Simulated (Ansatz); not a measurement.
The structure below was relaxed with r2SCAN (Ansatz, a quantum-chemistry and plane-wave program; PAW; 500 eV plane waves; no SOC), earlier PAW set.

```yaml
crystal:
  lattice:
    - [0.00000, 2.79228, 2.79228]
    - [2.79228, 0.00000, 2.79228]
    - [2.79228, 2.79228, 0.00000]
  atoms:
    - { symbol: Sn, position: [0.00000, 0.00000, 0.00000] }
    - { symbol: Ti, position: [0.50000, 0.50000, 0.50000] }
```

### Question
Find the space group and the Wyckoff positions.

### Answer
Space group Fm-3m (No. 225); a = b = c = 5.5846 Å, α = β = γ = 90.00°

```tsv
atom	site	symmetry	x	y	z
Sn	4a	m-3m	0.0000	0.0000	0.0000
Ti	4b	m-3m	0.5000	0.5000	0.5000
```

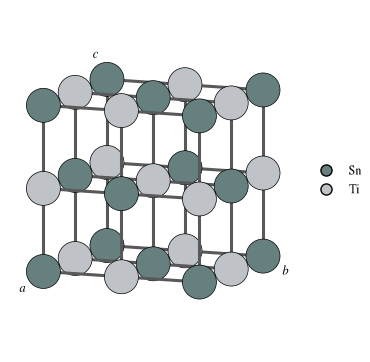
The conventional cell

Whether these cells are dynamically stable was not tested. The final runs are not spin-polarised. The cell was made from TiC by this change: C → Sn; the result is a hypothetical phase, not in the database extracts checked.
